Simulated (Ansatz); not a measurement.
System (SMILES): Cl (HCl).
Atoms: Cl1, H2. Bonds: Cl1-H2.

Basis-set convergence of the highest harmonic wavenumber at B3LYP with Ansatz (a quantum-chemistry and plane-wave program). Each level at its own minimum, finite differences of forces, unscaled; the reference is a large set that could be run, not a limit. Cartesian d functions, on some or all atoms, in 6-31G*, 6-31+G*; all else is spherical. The program fits the integrals of some runs and decomposes those of others, by size. No added dispersion term, no relativity. Reference: the value in aug-pcseg-3, 2945 cm⁻¹. Deviations are taken from unrounded values.

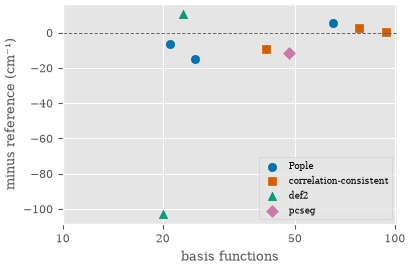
Figure: Deviation from the reference against the number of basis functions, by family of sets.

```
basis              functions  highest harmonic wavenumber (cm⁻¹)  minus reference (cm⁻¹)
-----------------  ---------  ----------------------------------  ----------------------
def2-SV(P)                20                                2842                    -103
6-31G*                    21                                2939                      -6
def2-SVP                  23                                2956                      11
6-31+G*                   25                                2930                     -15
aug-cc-pV(D+d)Z           41                                2936                      -9
pcseg-2                   48                                2934                     -12
6-311++G(3df,3pd)         65                                2951                       6
aug-cc-pV(T+d)Z           78                                2948                       3
cc-pV(Q+d)Z               94                                2946                       1
```
